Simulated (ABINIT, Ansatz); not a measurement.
**ZrSe3 (P2_1/m): bands and cutoff in G0W0 with ABINIT**

What does each rung of G0W0 on ZrSe3 (P2_1/m) cost, and what does it buy?

Calculated with ABINIT 10.8.3; PBEsol and many-body steps on it, plane waves.

**1. The starting structure**

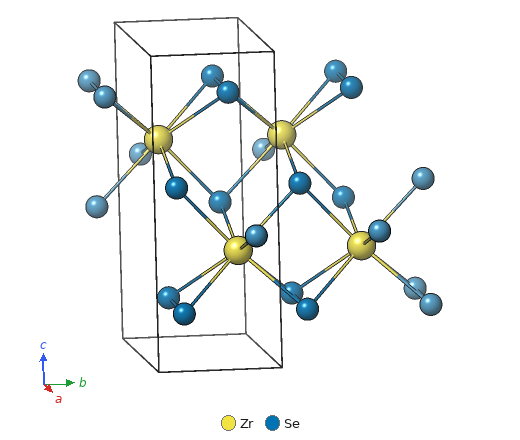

The cell as given, slightly off an axis (zirconium yellow, selenium blue). 1×2×1 cells are drawn. Some periodic images of atoms are drawn too.

The cell and positions come from the Crystallography Open Database and are kept as given unless a step says otherwise.

**2. Empty states on the mesh, 2×4×1 mesh, 336 bands**

This step: ABINIT 10.8.3; DFT, PBEsol, plane waves, norm-conserving pseudopotentials.

The sums over transitions need many empty states on a uniform mesh; this step solves for them.

Input file run.abi:

```
acell 3*1.0 Angstrom
rprim 
  5.410900000000 -0.000000000000 -0.000000000000
  -0.000000000000 3.748800000000 0.000000000000
  -1.229420909100 0.000000000000 9.363634990100
ntypat 2
znucl 40 34
natom 8
typat 1 1 2 2 2 2 2 2
xred 
  0.285000000000 0.250000000000 0.656000000000
  0.715000000000 0.750000000000 0.344000000000
  0.762000000000 0.250000000000 0.554000000000
  0.238000000000 0.750000000000 0.446000000000
  0.456000000000 0.250000000000 0.174000000000
  0.544000000000 0.750000000000 0.826000000000
  0.888000000000 0.250000000000 0.169000000000
  0.112000000000 0.750000000000 0.831000000000
pp_dirpath "pseudos"
pseudos "Zr.upf, Se.upf"
ecut 48
ngkpt 2 4 1
nshiftk 1
shiftk 0 0 0
kptopt 1
chksymbreak 0
iscf -2
irdden 1
istwfk *1
nband 336
nbdbuf 30
tolwfr 1e-09
nstep 60
prtvol 0
indata_prefix "in"
outdata_prefix "out"
tmpdata_prefix "tmp"
```

On the command line:

```sh
$ OMP_NUM_THREADS=1 mpirun -n 4 abinit run.abi > log
```

Numbers of over 12 decimals in the logs are rounded to 6 here.

The program printed:

```text
.Version 10.8.3 of ABINIT. v10.8.2 released Aug 2026.

 Symmetries : space group P2_1/m (# 11); Bravais mP (primitive monocl.)
[... echo of the input left out ...]
== DATASET  1 ==================================================================
-   mpi_nproc: 4, omp_nthreads: 1 (-1 if OMP is not activated)

--- !DatasetInfo
iteration_state: {dtset: 1, }
dimensions: {natom: 8, nkpt: 6, mband: 336, nsppol: 1, nspinor: 1, nspden: 1, mpw: 20400, }
cutoff_energies: {ecut:  48.0, pawecutdg:  -1.0, }
[...]
2.36335    2.36590    2.37432    2.38219    2.38411    2.39153    2.39483    2.41334
   2.42953    2.43613    2.43761    2.44521    2.44819    2.46247    2.47284    2.48925
 prteigrs : prtvol=0 or 1, do not print more k-points.

== END DATASET(S) ==============================================================
================================================================================

 -outvars: echo values of variables after computation  --------
            nband         336
             nkpt           6
          spgroup          11
 [... the other variables as echoed above ...]

 Calculation completed.
```

It took 16 min on 4 MPI ranks of Arm Neoverse V1, shared host; peak memory 1.2 GiB.

This step gave:

```
gap                                                           : 0.3157 eV
k of the valence top                                          : 0, 0, 0
k of the conduction bottom                                    : 0.5, 0, 0
least direct gap                                              : 0.6242 eV
k points computed                                             : 6
lowest point of the top converged band, above the valence top : 55.2013 eV
```

On this mesh the gap is 0.316 eV.

The density comes from a self-consistent run that is not shown.

**3. Screening, 2×4×1 mesh, 111 bands, screening to 51.7 eV**

The RPA dielectric matrix is built and inverted for each q.

This step: RPA screening on PBEsol, plane waves, norm-conserving pseudopotentials.

run.abi: that of step 2 with these lines changed.

```diff
@@ -26,10 +26,11 @@
 chksymbreak 0
-iscf -2
-irdden 1
 istwfk *1
-nband 336
-nbdbuf 30
-tolwfr 1e-09
-nstep 60
-prtvol 0
+occopt 1
+irdwfk 1
+optdriver 3
+nband 111
+ecuteps 1.9
+inclvkb 2
+awtr 1
+symchi 1
 indata_prefix "in"
```

The program printed:

```text
.Version 10.8.3 of ABINIT. v10.8.2 released Aug 2026.

 Symmetries : space group P2_1/m (# 11); Bravais mP (primitive monocl.)
[... echo of the input left out ...]
== DATASET  1 ==================================================================
-   mpi_nproc: 4, omp_nthreads: 1 (-1 if OMP is not activated)

--- !DatasetInfo
iteration_state: {dtset: 1, }
dimensions: {natom: 8, nkpt: 6, mband: 111, nsppol: 1, nspinor: 1, nspden: 1, mpw: 20400, }
cutoff_energies: {ecut:  48.0, pawecutdg:  -1.0, }
electrons: {nelect:   1.68000000E+02, charge:   0.00000000E+00, occopt:   1.00000000E+00, tsmear:   1.00000000E-02, }

 SCREENING: Calculation of the susceptibility and dielectric matrices

 Based on a program developped by R.W. Godby, V. Olevano, G. Onida, and L. Reining.
 Incorporated in ABINIT by V. Olevano, G.-M. Rignanese, and M. Torrent.
.Using double precision arithmetic ; gwpc =  8

[... cell and pseudopotentials left out ...]
--------------------------------------------------------------------------------

 ==== K-mesh for the wavefunctions ====
 Number of points in the irreducible wedge :     6
[... list of points left out ...]
 Together with  4 symmetry operations and time-reversal symmetry
 yields     8 points in the full Brillouin Zone.

 ==== Q-mesh for the screening function ====
 Number of points in the irreducible wedge :     6
[... list of points left out ...]
 Together with  4 symmetry operations and time-reversal symmetry
 yields     8 points in the full Brillouin Zone.

 setmesh: FFT mesh size selected  =    40x   30x   72
          total number of points  =        86400

 vcoul_init : cutoff-mode = AUXILIARY_FUNCTION
 q-points for optical limit:   1
     1)      0.000010    0.000020    0.000030

- screening: taking advantage of time-reversal symmetry
- Maximum band index for partially occupied states nbvw = 84
- Remaining bands to be divided among processors   nbcw = 27
- Number of bands treated by each node ~6

 Number of electrons calculated from density =  168.0000; Expected =  168.0000
 average of density, n =  0.131071
 r_s =    1.2212
 omega_plasma =   34.9228 [eV]

 calculating chi0 at frequencies [eV] :
  1    0.000000E+00    0.000000E+00
  2    0.000000E+00    3.492278E+01

--------------------------------------------------------------------------------
  q-point number  1        q = ( 0.000000, 0.000000, 0.000000) [r.l.u.]
--------------------------------------------------------------------------------
[... chi0 elements left out ...]
 For q-point:  0.000010 0.000020 0.000030
  dielectric constant =  16.4183
  dielectric constant without local fields =  18.7867

  Average fulfillment of the sum rule on Im[epsilon] for q-point    1 :     15.34  [%]
[... wings left out ...]
  q-point number  2        q = ( 0.500000, 0.000000, 0.000000) [r.l.u.]
--------------------------------------------------------------------------------
[... chi0 elements left out ...]
  Average fulfillment of the sum rule on Im[epsilon] for q-point    2 :     18.41  [%]

 [... 4 further q-points ...]
```

Run time: 1.9 min. Hardware: 4 MPI ranks; peak memory 4.5 GiB.

This step gave:

| Quantity | Value |
| --- | --- |
| ε∞ with local fields, on this mesh, along the program's q direction | 16.42 |
| the same without local fields | 18.79 |
| plasma frequency | 34.92 eV |
| plane waves in the screening matrix | 155 |

Local fields lower ε∞ by 13 %. On a Γ-centred mesh this coarse the value itself is usually too large, while a short band sum pulls it down.

**4. 111 bands, 51.7 eV**

The self-energy is evaluated for the states that the input lists, and the levels follow from it, in one-shot runs by the linearised quasiparticle equation.

This step: G0W0 on PBEsol, plane waves, norm-conserving pseudopotentials.

run.abi: that of step 3 with these lines changed.

```diff
@@ -29,8 +29,17 @@
 irdwfk 1
-optdriver 3
+optdriver 4
 nband 111
+gwcalctyp 0
+ecutsigx 48
+symsigma 1
+nkptgw 2
+kptgw 
+  0.0000000000 0.0000000000 0.0000000000
+  0.5000000000 0.0000000000 0.0000000000
+bdgw 
+  83 86
+  83 86
 ecuteps 1.9
-inclvkb 2
-awtr 1
-symchi 1
+irdscr 1
+ppmodel 1
 indata_prefix "in"
```

The program printed:

```text
.Version 10.8.3 of ABINIT. v10.8.2 released Aug 2026.

 Symmetries : space group P2_1/m (# 11); Bravais mP (primitive monocl.)
[... echo of the input left out ...]
== DATASET  1 ==================================================================
-   mpi_nproc: 4, omp_nthreads: 1 (-1 if OMP is not activated)

--- !DatasetInfo
iteration_state: {dtset: 1, }
dimensions: {natom: 8, nkpt: 6, mband: 111, nsppol: 1, nspinor: 1, nspden: 1, mpw: 20400, }
cutoff_energies: {ecut:  48.0, pawecutdg:  -1.0, }
electrons: {nelect:   1.68000000E+02, charge:   0.00000000E+00, occopt:   1.00000000E+00, tsmear:   1.00000000E-02, }

 SIGMA: Calculation of the GW corrections

 Based on a program developped by R.W. Godby, V. Olevano, G. Onida, and L. Reining.
 Incorporated in ABINIT by V. Olevano, G.-M. Rignanese, and M. Torrent.
.Using double precision arithmetic ; gwpc =  8

[... cell and pseudopotentials left out ...]
--------------------------------------------------------------------------------

 ==== K-mesh for the wavefunctions ====
 Number of points in the irreducible wedge :     6
[... list of points left out ...]
 Together with  4 symmetry operations and time-reversal symmetry
 yields     8 points in the full Brillouin Zone.

 ==== Q-mesh for screening function ====
 Number of points in the irreducible wedge :     6
[... list of points left out ...]
 Together with  4 symmetry operations and time-reversal symmetry
 yields     8 points in the full Brillouin Zone.

 vcoul_init : cutoff-mode = AUXILIARY_FUNCTION
 q-points for optical limit:   1
     1)      0.000010    0.000020    0.000030
 setmesh: FFT mesh size selected  =    72x   48x  120
          total number of points  =       414720

 Number of electrons calculated from density =  168.0000; Expected =  168.0000
 average of density, n =  0.131071
 r_s =    1.2212
 omega_plasma =   34.9228 [eV]

 === KS Band Gaps ===
  >>>> For spin  1
   Minimum direct gap =   0.6243 [eV], located at k-point      :   0.5000  0.0000  0.0000
   Fundamental gap    =   0.3158 [eV], Top of valence bands at :   0.0000  0.0000  0.0000
                                       Bottom of conduction at :   0.5000  0.0000  0.0000
 SIGMA fundamental parameters:
 PLASMON POLE MODEL  1
 number of plane-waves for SigmaX                20343
 number of plane-waves for SigmaC and W            155
 number of plane-waves for wavefunctions         20343
 number of bands                                   111
 number of independent spin polarizations            1
 number of spinorial components                      1
 number of k-points in IBZ                           6
 number of q-points in IBZ                           6
 number of symmetry operations                       4
 number of k-points in BZ                            8
 number of q-points in BZ                            8
 number of frequencies for dSigma/dE                 9
 frequency step for dSigma/dE [eV]                0.25
 number of omega for Sigma on real axis              0
 max omega for Sigma on real axis  [eV]           0.00
 zcut for avoiding poles [eV]                     0.10

 EPSILON^-1 parameters (SCR file):
 dimension of the eps^-1 matrix on file            155
 dimension of the eps^-1 matrix used               155
 number of plane-waves for wavefunctions         20343
 number of bands                                   111
 number of q-points in IBZ                           6
 number of frequencies                               2
 number of real frequencies                          1
 number of imag frequencies                          1

 matrix elements of self-energy operator (all in [eV])

 Perturbative Calculation

--- !SelfEnergy_ee
iteration_state: {dtset: 1, }
kpoint     : [   0.000,    0.000,    0.000, ]
spin       : 1
KS_gap     :    0.645
QP_gap     :    1.169
Delta_QP_KS:    0.524
data: !SigmaeeData |
     Band     E0 <VxcDFT>   SigX SigC(E0)      Z dSigC/dE  Sig(E)    E-E0       E
       83   6.381 -14.785 -16.238   2.728   0.802  -0.247 -13.762   1.022   7.404
       84   6.498 -15.013 -16.873   3.132   0.804  -0.244 -13.991   1.022   7.520
       85   7.143 -13.066  -8.340  -2.794   0.801  -0.249 -11.519   1.546   8.689
       86   7.524 -13.526  -8.092  -3.341   0.793  -0.261 -11.866   1.660   9.184

--- !SelfEnergy_ee
iteration_state: {dtset: 1, }
kpoint     : [   0.500,    0.000,    0.000, ]
spin       : 1
KS_gap     :    0.624
QP_gap     :    1.228
Delta_QP_KS:    0.604
data: !SigmaeeData |
     Band     E0 <VxcDFT>   SigX SigC(E0)      Z dSigC/dE  Sig(E)    E-E0       E
       83   6.118 -14.716 -16.651   3.086   0.802  -0.247 -13.794   0.923   7.041
       84   6.190 -14.775 -16.627   3.024   0.802  -0.248 -13.835   0.939   7.129
       85   6.814 -13.770  -9.977  -1.865   0.800  -0.249 -12.227   1.543   8.357
       86   7.154 -14.048 -10.040  -1.945   0.800  -0.250 -12.397   1.651   8.806

== END DATASET(S) ==============================================================
================================================================================

 -outvars: echo values of variables after computation  --------
           etotal      0.0000000000E+00
            nband         111
             nkpt           6
          spgroup          11
 [... the other variables as echoed above ...]

 Calculation completed.
```

Wall time 16 s (4 MPI ranks); peak memory 4.2 GiB.

This step gave:

* G0W0 gap on the points computed: 0.8370 eV
* starting gap on the mesh: 0.3157 eV
* k of the valence top: 0, 0, 0
* k of the conduction bottom: 0.5, 0, 0
* Z at the valence top: 0.804
* Z at the conduction bottom: 0.8
* least direct G0W0 gap on the computed points: 1.169 eV

The gap on the mesh goes from 0.32 eV to 0.84 eV, a correction of +0.52 eV.

**5. Screening, 2×4×1 mesh, 174 bands, screening to 98 eV**

This step: RPA screening on PBEsol, plane waves, norm-conserving pseudopotentials.

run.abi: that of step 4 with these lines changed.

```diff
@@ -29,17 +29,8 @@
 irdwfk 1
-optdriver 4
-nband 111
-gwcalctyp 0
-ecutsigx 48
-symsigma 1
-nkptgw 2
-kptgw 
-  0.0000000000 0.0000000000 0.0000000000
-  0.5000000000 0.0000000000 0.0000000000
-bdgw 
-  83 86
-  83 86
-ecuteps 1.9
-irdscr 1
-ppmodel 1
+optdriver 3
+nband 174
+ecuteps 3.6
+inclvkb 2
+awtr 1
+symchi 1
 indata_prefix "in"
```

The program printed:

```text
.Version 10.8.3 of ABINIT. v10.8.2 released Aug 2026.

 Symmetries : space group P2_1/m (# 11); Bravais mP (primitive monocl.)
[... echo of the input left out ...]
== DATASET  1 ==================================================================
-   mpi_nproc: 4, omp_nthreads: 1 (-1 if OMP is not activated)

--- !DatasetInfo
iteration_state: {dtset: 1, }
dimensions: {natom: 8, nkpt: 6, mband: 174, nsppol: 1, nspinor: 1, nspden: 1, mpw: 20400, }
cutoff_energies: {ecut:  48.0, pawecutdg:  -1.0, }
electrons: {nelect:   1.68000000E+02, charge:   0.00000000E+00, occopt:   1.00000000E+00, tsmear:   1.00000000E-02, }

 SCREENING: Calculation of the susceptibility and dielectric matrices

 Based on a program developped by R.W. Godby, V. Olevano, G. Onida, and L. Reining.
 Incorporated in ABINIT by V. Olevano, G.-M. Rignanese, and M. Torrent.
.Using double precision arithmetic ; gwpc =  8

[... cell and pseudopotentials left out ...]
--------------------------------------------------------------------------------

 ==== K-mesh for the wavefunctions ====
 Number of points in the irreducible wedge :     6
[... list of points left out ...]
 Together with  4 symmetry operations and time-reversal symmetry
 yields     8 points in the full Brillouin Zone.

 ==== Q-mesh for the screening function ====
 Number of points in the irreducible wedge :     6
[... list of points left out ...]
 Together with  4 symmetry operations and time-reversal symmetry
 yields     8 points in the full Brillouin Zone.

 setmesh: FFT mesh size selected  =    45x   30x   72
          total number of points  =        97200

 vcoul_init : cutoff-mode = AUXILIARY_FUNCTION
 q-points for optical limit:   1
     1)      0.000010    0.000020    0.000030

- screening: taking advantage of time-reversal symmetry
- Maximum band index for partially occupied states nbvw = 84
- Remaining bands to be divided among processors   nbcw = 90
- Number of bands treated by each node ~22

 Number of electrons calculated from density =  168.0000; Expected =  168.0000
 average of density, n =  0.131071
 r_s =    1.2212
 omega_plasma =   34.9228 [eV]

 calculating chi0 at frequencies [eV] :
  1    0.000000E+00    0.000000E+00
  2    0.000000E+00    3.492278E+01

--------------------------------------------------------------------------------
  q-point number  1        q = ( 0.000000, 0.000000, 0.000000) [r.l.u.]
--------------------------------------------------------------------------------
[... chi0 elements left out ...]
 For q-point:  0.000010 0.000020 0.000030
  dielectric constant =  16.3766
  dielectric constant without local fields =  19.0141

  Average fulfillment of the sum rule on Im[epsilon] for q-point    1 :     26.82  [%]
[... wings left out ...]
  q-point number  2        q = ( 0.500000, 0.000000, 0.000000) [r.l.u.]
--------------------------------------------------------------------------------
[... chi0 elements left out ...]
  Average fulfillment of the sum rule on Im[epsilon] for q-point    2 :     28.78  [%]

 [... 4 further q-points ...]
```

It took 6.7 min on 4 MPI ranks; peak memory 5.5 GiB.

This step gave:

```yaml
eps_infinity_with_local_fields_on_this_mesh_along_the_program_s_q_direction: 16.38
the_same_without_local_fields: 19.01
plasma_frequency: 34.92 eV
plane_waves_in_the_screening_matrix: 413
```

(Continued in part 2 of 2.)

[Paths, hosts, dates, memory and timing lines, banners, echoed tables and standing remarks are left out of the program output.]

[Logs are printed without paths, hosts, clocks, repeated set-up lines and the standing remarks that a program may print on its own settings, such as how far it seeks lower states.]

[Runs of the session that timed out or met a known fault of the program may be left out.]

[Hosts, paths, dates, database ids (printed as entryN), source tags and the programs' standing remarks are cut or masked in the printed files.]

[G0W0 gaps are taken among the corrected bands and points alone; a level outside them can change the order at an edge.]

[Where Ansatz stands beside ABINIT at settings called matched, ABINIT's density can come from a denser mesh and the files from another edition; pairs whose starting gaps differed by over 0.03 eV were left out, so agreement reads better than it is.]
